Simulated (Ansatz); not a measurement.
```yaml
atoms:
  - { symbol: Ta, position_ang: [-0.4530, -0.3829, 0.1649] }
  - { symbol: Cl, position_ang: [3.2163, -0.1629, 0.1317] }
  - { symbol: F, position_ang: [0.2779, 0.7358, 1.5059] }
  - { symbol: O, position_ang: [0.2404, -0.4015, -1.6085] }
  - { symbol: H, position_ang: [0.0547, 0.2150, -2.3464] }
  - { symbol: F, position_ang: [-1.6848, 1.0275, -0.2506] }
  - { symbol: F, position_ang: [-2.0257, -1.4215, 0.4224] }
  - { symbol: O, position_ang: [0.5496, -1.9880, 0.7800] }
  - { symbol: H, position_ang: [0.3197, -2.8693, 1.1260] }
  - { symbol: H, position_ang: [2.6297, -1.2952, 0.5464] }
```

Core potentials replace the inner electrons of Ta; not at a stationary point (largest force 0.9 eV/Å).

Level of theory: RKS BLYP/def2-SVP in Ansatz.

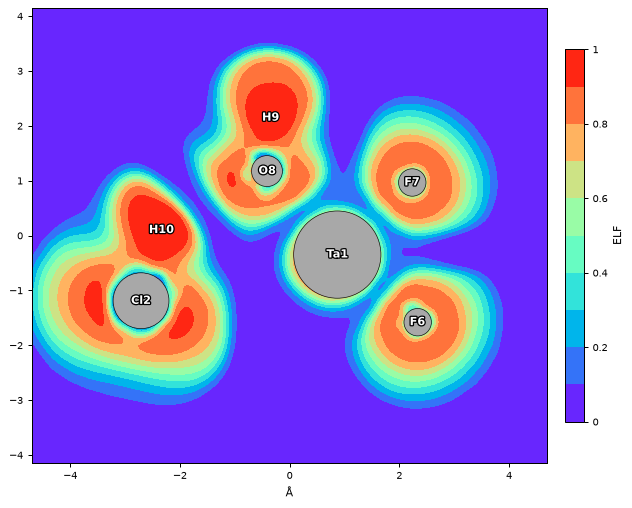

F3H2O2Ta···HCl. Electron localisation function on the plane of atoms Ta1, O8 and H9. Grey discs cover the atomic cores.

> What do the fields say about this system?

The section cuts through Ta, Cl, F, O and H sites. O8···H10 (2.20 Å): the ELF dips to about 0.10 between them. Ta–F (1.92 Å): the ELF peaks at about 0.85 in the valence shell of F, 0.5 Å from its nucleus, and drops to about 0.20 between the two atoms. O–H (0.97 Å): the ELF climbs to about 1 towards the hydrogen, as it does in any bond to H: an ordinary covalent bond to hydrogen. Ta–O (1.99 Å): the ELF peaks at about 0.85 in the valence shell of O, 0.5 Å from its nucleus, and drops to about 0.20 between the two atoms. Cl–H (1.34 Å): the ELF climbs to about 1 towards the hydrogen (an ordinary covalent bond to hydrogen). The ELF also peaks beside Cl2, away from the bonds: lone-pair regions.
